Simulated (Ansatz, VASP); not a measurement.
## KF (Carobbiite) in two plane-wave programs

One calculation is typed for both programs; each brings its own data sets and cutoff. How far apart do they land?

Calculated with Ansatz 0.2.0; plane waves, with VASP 6.6.1 beside it; single point at PBE and dielectric response at PBE.

### Step 1. Set-up

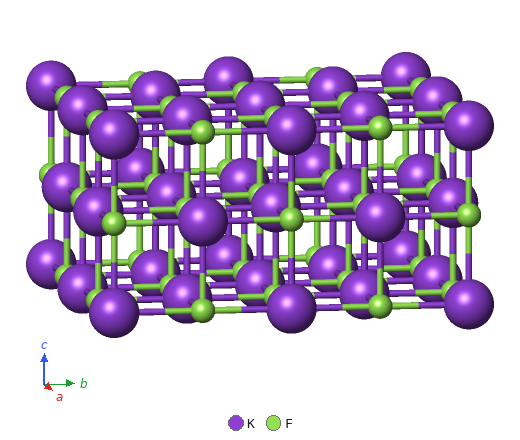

The starting structure, seen slightly off an axis (potassium purple, fluorine green). 2×2×1 cells are drawn. This picture shows the conventional cell, with its axes. Some periodic images of atoms are drawn too.

### Step 2. VASP: single point, PBE

A single point gives forces, pressure and levels at one fixed geometry, so differences don't come from the geometry; what else differs is listed under the comparison.

Lines of VASP's logs that name or quote its potential files are left out, and so is its time.

Contents of INCAR:

```
SYSTEM = KF
PREC = Accurate
ENCUT = 520
EDIFF = 1E-07
NELM = 100
ISMEAR = 0
SIGMA = 0.05
LREAL = .FALSE.
ALGO = Normal
GGA = PE
NBANDS = 14
LORBIT = 11
LWAVE = .FALSE.
LCHARG = .FALSE.
KPAR = 4
```

Contents of POSCAR:

```
KF
1.0
    0.0000000000      2.6718500000      2.6718500000
    2.6718500000      0.0000000000      2.6718500000
    2.6718500000      2.6718500000      0.0000000000
K F
1 1
Direct
    0.0000000000      0.0000000000      0.0000000000
    0.5000000000      0.5000000000      0.5000000000
```

Contents of KPOINTS:

```
Automatic mesh
0
Gamma
7 7 7
0 0 0
```

PAW data sets: K_sv and F (PBE family, release 64).

On the command line:

```console
mpirun -np 4 vasp_std
```

Numbers of over 12 decimals in the logs are rounded to 6 here.

The log of the run:

```text
[banner, memory and clock lines left out]
running    4 mpi-ranks, on    1 nodes
 distrk:  each k-point on    1 cores,    4 groups
 distr:  one band on    1 cores,    1 groups

 POSCAR found type information on POSCAR K F
 POSCAR found :  2 types and       2 ions
 LDA part: xc-table for (Slater+PW92), standard interpolation
 POSCAR, INCAR and KPOINTS ok, starting setup
 FFT: planning ... GRIDC
 FFT: planning ... GRID_SOFT
 FFT: planning ... GRID
 WAVECAR not read
 entering main loop
       N       E                     dE             d eps       ncg     rms          rms(c)
DAV:   1     0.116312615458E+03    0.11631E+03   -0.84461E+03   560   0.111E+03
DAV:   2    -0.447243432941E+01   -0.12079E+03   -0.11191E+03   692   0.300E+02
DAV:   3    -0.942740197209E+01   -0.49550E+01   -0.49325E+01   720   0.557E+01
DAV:   4    -0.955182951663E+01   -0.12443E+00   -0.12441E+00   748   0.854E+00
DAV:   5    -0.955363054709E+01   -0.18010E-02   -0.18010E-02   724   0.960E-01    0.633E+00
DAV:   6    -0.831852116179E+01    0.12351E+01   -0.36873E+00   608   0.158E+01    0.397E+00
DAV:   7    -0.829127412527E+01    0.27247E-01   -0.90409E-02   670   0.243E+00    0.228E+00
DAV:   8    -0.828803843665E+01    0.32357E-02   -0.56748E-02   620   0.245E+00    0.219E-01
DAV:   9    -0.828953365450E+01   -0.14952E-02   -0.60766E-03   734   0.632E-01    0.127E-01
DAV:  10    -0.828998770832E+01   -0.45405E-03   -0.67189E-04   652   0.221E-01    0.620E-02
DAV:  11    -0.829014370610E+01   -0.15600E-03   -0.17676E-04   572   0.107E-01    0.211E-02
DAV:  12    -0.829013399376E+01    0.97123E-05   -0.30548E-05   698   0.469E-02    0.437E-03
DAV:  13    -0.829013476974E+01   -0.77598E-06   -0.44335E-06   608   0.183E-02    0.351E-03
DAV:  14    -0.829013462992E+01    0.13982E-06   -0.54508E-07   662   0.706E-03    0.644E-04
DAV:  15    -0.829013462936E+01    0.55866E-09   -0.20369E-08   394   0.142E-03
   1 F= -.82901346E+01 E0= -.82901346E+01  d E =-.117509E-15
```

From OUTCAR (step 2):

```text
ion  position               nearest neighbor table
   1  0.000  0.000  0.000-   2 2.67   2 2.67   2 2.67   2 2.67   2 2.67   2 2.67
   2  0.500  0.500  0.500-   1 2.67   1 2.67   1 2.67   1 2.67   1 2.67   1 2.67

  LATTYP: Found a face centered cubic cell.
 ALAT       =     5.3437000000

 Subroutine GETGRP returns: Found 48 space group operations
 (whereof 48 operations were pure point group operations)

The static configuration has the point symmetry O_h .

 Found     20 irreducible k-points:

   k-points           NKPTS =     20   k-points in BZ     NKDIM =     20   number of bands    NBANDS=     14

   dimension x,y,z NGX =    28 NGY =   28 NGZ =   28
   dimension x,y,z NGXF=    56 NGYF=   56 NGZF=   56

   ENCUT  =  520.0 eV  38.22 Ry    6.18 a.u.   7.03  7.03  7.03*2*pi/ulx,y,z

   NELECT =      16.0000    total number of electrons

 k-points in reciprocal lattice and weights: Automatic mesh
   0.00000000  0.00000000  0.00000000       0.003
   0.14285714  0.00000000  0.00000000       0.023
   0.28571429  0.00000000  0.00000000       0.023
   0.42857143  0.00000000  0.00000000       0.023
   0.14285714  0.14285714  0.00000000       0.017
   0.28571429  0.14285714  0.00000000       0.070
   0.42857143  0.14285714  0.00000000       0.070
  -0.42857143  0.14285714  0.00000000       0.070
  -0.28571429  0.14285714  0.00000000       0.070
[...]
-0.42857143  0.42857143  0.14285714       0.070
  -0.28571429  0.42857143  0.14285714       0.070

 average (electrostatic) potential at core
       1 -36.0909       2 -77.9501

 E-fermi :  -2.5382

 k-point     1 :       0.0000    0.0000    0.0000
  band No.  band energies     occupation
    ...
      4     -12.1924      2.00000
      5     -12.1924      2.00000
      6      -2.8046      2.00000
      7      -2.8046      2.00000
      8      -2.8046      2.00000
      9       3.3612      0.00000
     10       7.8747      0.00000
     11       7.8747      0.00000
     12       7.8747      0.00000
     13       9.5466      0.00000
    ...

 k-point     2 :       0.1429    0.0000    0.0000
  band No.  band energies     occupation
    ...
      4     -12.1995      2.00000
      5     -12.1995      2.00000
      6      -2.9825      2.00000
      7      -2.8722      2.00000
      8      -2.8722      2.00000
      9       3.9188      0.00000
     10       7.5696      0.00000
     11       8.1451      0.00000
     12       8.1451      0.00000
     13       9.7347      0.00000
    ...

 k-point     3 :       0.2857    0.0000    0.0000
  band No.  band energies     occupation
    ...
      4     -12.2151      2.00000
      5     -12.2151      2.00000
      6      -3.3261      2.00000
      7      -3.0199      2.00000
      8      -3.0199      2.00000
      9       5.2250      0.00000
     10       7.2503      0.00000
     11       8.7633      0.00000
     12       8.7633      0.00000
     13      10.3301      0.00000
    ...

  Total        0.3389265      0.3389265      0.3389265     -0.0000000     -0.0000000      0.0000000
  in kB       14.2347513     14.2347513     14.2347513     -0.0000000     -0.0000000      0.0000000
  external PRESSURE =      14.2347513 kB  Pullay stress =       0.0000000 kB

  energy-cutoff  :      520.00
  volume of cell :       38.15
      direct lattice vectors                 reciprocal lattice vectors
     0.000000000  2.671850000  2.671850000    -0.187136254  0.187136254  0.187136254
     2.671850000  0.000000000  2.671850000     0.187136254 -0.187136254  0.187136254
     2.671850000  2.671850000  0.000000000     0.187136254  0.187136254 -0.187136254

 POSITION                                       TOTAL-FORCE (eV/Angst)
 -----------------------------------------------------------------------------------
      0.00000      0.00000      0.00000        -0.000000     -0.000000     -0.000000
      2.67185      2.67185      2.67185         0.000000      0.000000      0.000000
 -----------------------------------------------------------------------------------
    total drift:                                0.000000      0.000000      0.000000

  FREE ENERGIE OF THE ION-ELECTRON SYSTEM (eV)
  ---------------------------------------------------
  free  energy   TOTEN  =        -8.2901346294 eV

  energy  without entropy=       -8.2901346294  energy(sigma->0) =       -8.29013463

 total charge
# of ion       s       p       d       tot
------------------------------------------
    1        1.958   5.593   0.033   7.584
    2        1.730   4.353   0.000   6.084
--------------------------------------------------
tot          3.689   9.946   0.033  13.668

[... 3 further parts left out ...]
```

The run ends at a pressure of 1.42 GPa.

### Step 3. Ansatz: single point, PBE

Ansatz runs on its default PAW (the set named soft_2) files.

The same cell, functional, mesh and smearing now go to Ansatz, which takes its cutoff from its data sets.

Contents of input.yaml:

```yaml
crystal:
  lattice:
    - [0.0, 2.67185, 2.67185]
    - [2.67185, 0.0, 2.67185]
    - [2.67185, 2.67185, 0.0]
  atoms:
    - { symbol: K, position: [0.0, 0.0, 0.0] }
    - { symbol: F, position: [0.5, 0.5, 0.5] }
hamiltonian:
  xc: pbe
  pseudopotentials: { kind: paw }
kpoints:
  mp_grid: { grid: [7, 7, 7] }
scf:
  occupations: { method: gaussian, width: 0.05 }
  n_extra_bands: 4
output:
  forces: true
  stress: true
  eigenvalues: true
```

On the command line:

```console
ansatz run input.yaml --threads 2 --pin off --max-ram 4608MiB --backend cpu --events-out ev --progress --plain --runs-dir out
```

The log of the run:

```text
scf.n_extra_bands = 4 over 8 filled bands (N_el = 16.0): the run solves 12 bands
Engine: ansatz 0.2.0, aarch64-unknown-linux-gnu
Pseudopotentials: kind: paw
Pseudopotential: K, paw, valence charge 9, recommended cutoff 420 eV (normal), K.paw.azcp
Pseudopotential: F, paw, valence charge 7, recommended cutoff 420 eV (normal), F.paw.azcp
Functional definition: PBE
  parameter kappa = 0.804
  parameter beta = 0.066725
  exchange = pbe_x(kappa = kappa, mu = beta*pi^2/3)
  correlation = pbe_c(beta = beta)
Crystal: 2 atoms, lattice volume = 38.148 Å³
Basis set: ecut = 420 eV, 725 PW (Γ), exchange–correlation on 54×54×54 points (8 copies of the dense FFT grid, shifted against one another)
Bands: 12, of which v1, the nominal top of the filled ones, is band 8 counted from 1 (7 counted from 0)
Symmetry: 48 space group operations
Space group: Fm-3m (ITA 225), of the structure as read, at distance tolerance 3.4e-5 Å
k-points: 20 of 343
Non-local potential: K, projectors of the file, l = 0: 3, l = 1: 2, l = 2: 2
Non-local potential: F, projectors of the file, l = 0: 2, l = 1: 2, l = 2: 1
PAW form: soft (Blöchl's): semilocal exchange-correlation on the pseudo side does not see the compensation charge
PAW one-centre angular grid: K, 110 points (default); XC on 64 Gauss nodes
PAW one-centre angular grid: F, 110 points (default); XC on 64 Gauss nodes
Initial density: superposition of atomic densities (neutral atoms: chi_scale 0, normalization atom), corrected by the library's trained network
Initial wavefunctions: pseudopotential atomic-orbital guess
Functional: x = pbe(κ = 0.804, μ = 0.219515), c = pbe(β = 0.066725)
SCF iter   1: F=—  HF=-2348.796115 eV  |F-HF|=—  |Δ(HF+E_count)|=         —  Δρ=6.94e-4  dr2=9.10e-5  ethr=1.77e-3  ⟨swp⟩=5.7  Hψ=1529  notcnv=0
preconditioner: auto → none  [insulator: Δε(μ)=6.179 eV  Ē_g=17.602 eV  σ=0.050 eV  W_gap=1.00  n_scr=14 (ndim 8)  ℏωp=22.5 eV  f_vac=0.122  D(μ)=0.00/eV (n_scr^D=0)  ε∞_Penn≈2.6]
SCF iter   2: F=—  HF=-2348.796043 eV  |F-HF|=—  |Δ(HF+E_count)|=   7.23e-5  Δρ=1.11e-3  dr2=3.56e-4  ethr=5.69e-7  ⟨swp⟩=2.2  Hψ=568  notcnv=0
SCF iter   3: F=—  HF=-2348.795981 eV  |F-HF|=—  |Δ(HF+E_count)|=   6.20e-5  Δρ=4.57e-4  dr2=6.82e-5  ethr=5.69e-7  ⟨swp⟩=2.0  Hψ=380  notcnv=0
SCF iter   4: F=—  HF=-2348.796002 eV  |F-HF|=—  |Δ(HF+E_count)|=   2.14e-5  Δρ=2.06e-4  dr2=1.09e-5  ethr=4.26e-7  ⟨swp⟩=2.0  Hψ=380  notcnv=0
SCF iter   5: F=—  HF=-2348.796005 eV  |F-HF|=—  |Δ(HF+E_count)|=   2.25e-6  Δρ=1.53e-4  dr2=6.69e-6  ethr=6.78e-8  ⟨swp⟩=1.0  Hψ=240  notcnv=0
SCF iter   6: F=—  HF=-2348.796004 eV  |F-HF|=—  |Δ(HF+E_count)|=   1.17e-6  Δρ=7.85e-5  dr2=1.82e-6  ethr=4.18e-8  ⟨swp⟩=1.0  Hψ=240  notcnv=0
SCF iter   7: F=-2348.796003 eV  HF=-2348.796003 eV  |F-HF|=3.18e-8  |Δ(HF+E_count)|=   4.49e-7  Δρ=1.11e-5  dr2=3.75e-8  ethr=6.25e-10  ⟨swp⟩=3.0  Hψ=894  notcnv=0
SCF 1 converged in 7 iterations: F = -2348.796003 eV  dr2 = 3.75e-8
  greatest PAW one-centre occupation: 0.988 electrons in one spin orbital (limit 2), on the K atom at site 0 (counted from 0), in its partial waves of l = 0
SCF converged after 7 iterations
Free energy (F): -2348.796003 eV
Harris-Foulkes:  -2348.796003 eV  (|F-HF|=3.18e-8)
Internal energy: -2348.796003 eV  (E = F + TS)
E sigma→0 (E₀):  -2348.796003 eV
Fermi energy:    4.552338 eV
--- Per-component energies (eV) ---
  E_band       = -125.163554
  E_kinetic    = 462.342380
  E_local      = -1111.071138  (includes V_loc(G=0)·N_el)
  E_nonlocal   = 85.952594
  E_hartree    = 400.710235
  E_xc         = -216.472398
  E_vxc        = -269.093687  (∫ρ·V_xc dr)
  E_paw        = -982.197804  (= ΣΔE_a)
  E_vpaw       = -94.711154  (= ΣTr[D̂ρ^β])
  E_aug_tail   = 0.002067  (compensation charges beyond the density's cutoff)
  E_ewald      = -988.061939
  E_smearing   = -0.000000  (= −TS)
  E_closure    = 0.000000  (closes the sum)
  Σ components = -2348.796003   (vs F -2348.796003, Δ=0.00e0)
--- Forces (eV/Å), atoms counted from 1 ---
  atom   1  K     -0.00000000     0.00000000     0.00000000
  atom   2  F      0.00000000    -0.00000000    -0.00000000
  max |Σ_I F_I| component: 3.24e-29 eV/Å
--- Stress (GPa, compression-positive) ---
        1.380166      -0.000000      -0.000000
        0.000000       1.380166      -0.000000
        0.000000      -0.000000       1.380166
  P = ⅓ Tr σ = 1.3802 GPa (13.802 kbar)
--- Band table (eV; the first three rows and the last of 20) ---
  k-point 0: bands = [... 4 lower, -7.9124, 1.4612, 1.4612, 1.4612, 7.6430, 12.1368, 12.1368, 12.1368]
  k-point 1: bands = [... 4 lower, -7.9194, 1.2840, 1.3934, 1.3934, 8.1997, 11.8348, 12.4019, 12.4019]
  k-point 2: bands = [... 4 lower, -7.9349, 0.9413, 1.2452, 1.2452, 9.5034, 11.5185, 13.0060, 13.0060]
  k-point 19: bands = [... 4 lower, -8.0067, 1.0480, 1.2708, 1.2853, 10.8653, 11.5795, 12.6929, 14.8584]
```

The job ended after 0.4 s (2 threads of Arm Neoverse V2, shared host; peak memory 0.26 GiB).

In the SCF lines HF is the Harris–Foulkes energy and dr2 the Hartree energy of the density residual, in eV; the loop may stop once dr2 is under the threshold and the program's other checks hold. Hψ counts applications of the Hamiltonian.

The run ends at a pressure of 1.38 GPa.

### Step 4. Side by side

Known differences besides the PAW data sets themselves: the cutoff is 420 eV in Ansatz and 520 eV in VASP; VASP leaves aspherical gradient terms in its spheres out (LASPH is not set), Ansatz keeps them. Total energies have different zeros and are not compared.

Compared:

```
              quantity  Ansatz   VASP  difference
        pressure (GPa)    1.38   1.42       -0.04
gap on the k mesh (eV)   6.182  6.166      +0.016
```

Ansatz's pressure holds a Pulay correction of 0.31 GPa; VASP's holds none.

### Step 5. Ansatz: dielectric response, PBE

The response to a field tests empty states and converges slowly with the mesh.

input.yaml, the sections that differ from step 3:

```yaml
kpoints:
  mp_grid: { grid: [11, 11, 11] }
scf:
  occupations: { method: fixed }
dielectric:
  method: response
# crystal, hamiltonian: as in step 3
# output: removed
```

The log of the run:

```text
[...]
Crystal: 2 atoms, lattice volume = 38.148 Å³
Basis set: ecut = 420 eV, 725 PW (Γ), exchange–correlation on 54×54×54 points (8 copies of the dense FFT grid, shifted against one another)
Bands: 12, of which v1, the nominal top of the filled ones, is band 8 counted from 1 (7 counted from 0)
[... 1 set-up line as in the run before ...]
k-points: 126 of 1331 (irreducible under 8 space group operations, time reversal used)
[...]
Born effective charges Z* (e; rows j = field, columns β = displacement):
    site 0:
         1.13763   -0.00000    0.00000
         0.00000    1.13763    0.00000
         0.00000   -0.00000    1.13763
    site 1:
        -1.13763    0.00000    0.00000
         0.00000   -1.13763   -0.00000
         0.00000    0.00000   -1.13763
  Z* charge neutrality: 2.880e-5 e pre-enforcement
  k-mesh period / interband length: 41.6 Å / 0.84 Å = 49.22 at k = (0.0000, 0.0000, 0.0000), direct gap 6.182 eV — 14 or more, which is no proof of convergence
[key lines of the parts left out:]
SCF converged after 10 iterations
Free energy (F): -2348.796011 eV
Fermi energy:    1.461518 eV
```

Elapsed: 7.2 s, on 2 threads; peak memory 0.41 GiB.

### Step 6. VASP: dielectric response, PBE

The same cell, functional and mesh now go to VASP, with its own data sets and cutoff.

Contents of INCAR:

```
SYSTEM = KF
PREC = Accurate
ENCUT = 520
EDIFF = 1E-08
NELM = 100
ISMEAR = 0
SIGMA = 0.01
LREAL = .FALSE.
ALGO = Normal
GGA = PE
NBANDS = 14
LWAVE = .FALSE.
LCHARG = .FALSE.
KPAR = 4
LEPSILON = .TRUE.
```

POSCAR is that of step 2.

Contents of KPOINTS:

```
Automatic mesh
0
Gamma
11 11 11
0 0 0
```

On the command line:

```console
mpirun -np 4 vasp_std
```

The log of the run:

```text
[... set-up lines as in an earlier step ...]
 entering main loop
       N       E                     dE             d eps       ncg     rms          rms(c)
DAV:   1     0.116443096320E+03    0.11644E+03   -0.83321E+03  1576   0.111E+03
DAV:   2    -0.454980187327E+01   -0.12099E+03   -0.11081E+03  2038   0.298E+02
DAV:   3    -0.942118916925E+01   -0.48714E+01   -0.48491E+01  1982   0.550E+01
DAV:   4    -0.955188395097E+01   -0.13069E+00   -0.13067E+00  2136   0.815E+00
[...]
DAV:  13    -0.829010409564E+01   -0.57723E-06   -0.39128E-06  1664   0.173E-02    0.309E-03
DAV:  14    -0.829010400941E+01    0.86228E-07   -0.41079E-07  1952   0.629E-03    0.589E-04
DAV:  15    -0.829010401150E+01   -0.20964E-08   -0.18392E-08  1714   0.127E-03
   1 F= -.82901040E+01 E0= -.82901040E+01  d E =-.190292E-48
 Linear response reoptimize wavefunctions to high precision
DAV:   1    -0.829010401175E+01   -0.24943E-09   -0.21203E-09  1508   0.438E-04
DAV:   2    -0.829010401183E+01   -0.78671E-10   -0.13247E-10  1168   0.952E-05
 Linear response G [H, r] |phi>, progress :
  Direction:   1
[...]
RMM:  14    -0.114486113894E+00   -0.94221E-07   -0.59324E-08  6297   0.107E-04    0.163E-05
RMM:  15    -0.114486079903E+00    0.33991E-07   -0.11832E-08  5289   0.650E-05    0.708E-06
 change of polarisation eV/A/(eV/A) component  2 :     0.005     0.207    -0.002
 dielectric tensor                  component  2 :     0.022     1.982    -0.009
 Linear response to external field, progress :
  Direction:   3
       N       E                     dE             d eps       ncg     rms          rms(c)
RMM:   1    -0.112699893091E+00   -0.11270E+00   -0.18955E-01  7831   0.252E+00
RMM:   2    -0.114412701302E+00   -0.17128E-02   -0.16792E-02  6746   0.602E-01    0.646E-01
RMM:   3    -0.106485386841E+00    0.79273E-02   -0.11333E-02  6507   0.702E-01    0.311E-01
RMM:   4    -0.109730706393E+00   -0.32453E-02   -0.42990E-03  6740   0.485E-01    0.115E-01
[...]
RMM:  13    -0.114486007198E+00   -0.45049E-07   -0.89203E-08  7069   0.211E-04    0.126E-05
RMM:  14    -0.114486133070E+00   -0.12587E-06   -0.67481E-08  6412   0.110E-04    0.163E-05
RMM:  15    -0.114486057992E+00    0.75078E-07   -0.19850E-08  5170   0.652E-05    0.261E-06
 change of polarisation eV/A/(eV/A) component  3 :    -0.001     0.003     0.207
 dielectric tensor                  component  3 :    -0.003     0.016     1.982
 Born effective charges drift removed
```

OUTCAR, selected parts (step 6):

```text
  Total        0.3387405      0.3387405      0.3387405      0.0000000     -0.0000000     -0.0000000
  in kB       14.2269404     14.2269404     14.2269404      0.0000000     -0.0000000     -0.0000000
  external PRESSURE =      14.2269404 kB  Pullay stress =       0.0000000 kB

 POSITION                                       TOTAL-FORCE (eV/Angst)
 -----------------------------------------------------------------------------------
      0.00000      0.00000      0.00000         0.000000     -0.000000     -0.000000
      2.67185      2.67185      2.67185        -0.000000      0.000000      0.000000
 -----------------------------------------------------------------------------------
    total drift:                                0.000000      0.000000      0.000000

 MACROSCOPIC STATIC DIELECTRIC TENSOR (including local field effects in DFT)
 ------------------------------------------------------
           1.982366     0.000000    -0.000000
           0.000000     1.982366     0.000000
          -0.000000     0.000000     1.982366
 ------------------------------------------------------

[... 1 part as in an earlier step ...]

[... 1 further part left out ...]
```

### Step 7. Comparison

What differs besides the data sets and the points named for the pairs above, as far as they apply: VASP's response is taken on the typed mesh, Ansatz refines its own for the field response alone. Total energies have different zeros and are not compared.

Both answers:

```
                                    quantity  Ansatz   VASP  difference
                                       ε∞ xx    1.99   1.98     +0.17 %
                                       ε∞ yy    1.99   1.98     +0.17 %
                                       ε∞ zz    1.99   1.98     +0.17 %
Born charge of K1 (mean of the diagonal) (e)    1.14   1.14        0.00
Born charge of F2 (mean of the diagonal) (e)   -1.14  -1.14        0.00
```

### Step 8. Results

```
difference in gap on the k mesh (single point, PBE) : 0.016 eV
difference in ε∞ xx (dielectric response, PBE)      : 0.17 %
```

What this shows: The difference in gap on the k mesh is 0.016 eV (single point, PBE), within the 0.08 eV picked in this series as the mark of a large difference. Differences of this kind measure data sets and numerical settings, not the functional's error against experiment.

[Lines on the potential files, build, host, timing and source positions are cut from VASP's logs without a mark.]

[Logs are printed without paths, hosts, clocks, repeated set-up lines and the standing remarks that a program may print on its own settings, such as how far it seeks lower states.]

[Hosts, paths, dates, database ids (printed as entryN), source tags and the programs' standing remarks are cut or masked in the printed files.]
